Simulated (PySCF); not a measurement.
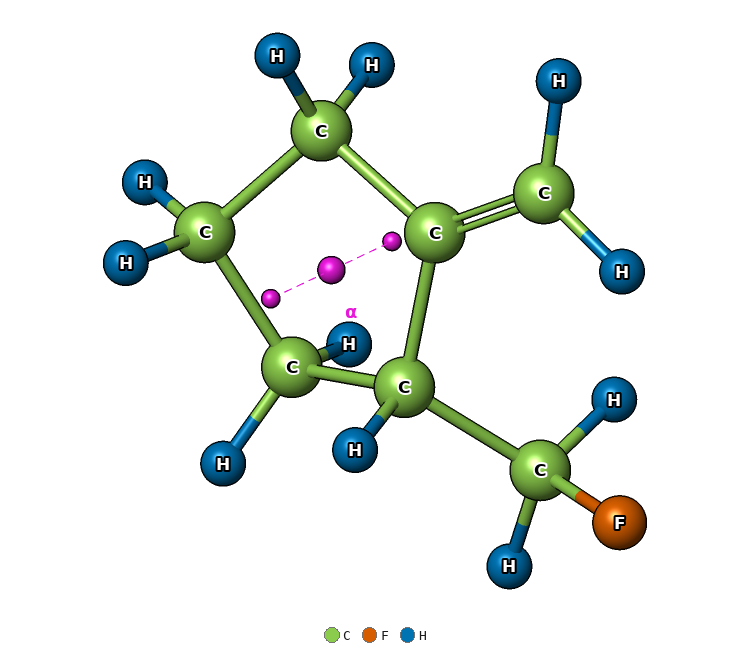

The small points mark where nucleus-independent chemical shifts (NICS) were computed: at the centre of each lettered ring and 1 Å above and below it. Computed geometry: GFN2-xTB optimisation. No frequency run is at hand to confirm it as a minimum. Method: GIAO PBE0/pcSseg-1 NMR shielding, non-relativistic, gas phase (PySCF 2.14.0).

Give NICS(0), NICS(1) and the out-of-plane component NICS(1)zz for each ring (means of the two sides).

```json
{"ring": "α", "members": "C5", "NICS(0)": "−3.4", "NICS(1)": "−3.7", "NICS(1)zz": "−2.9"}
```

Values in ppm.

Question: What do the values say about the ring currents?

Answer: Ring α: weak, as in a non-aromatic ring. NICS is one index among several.
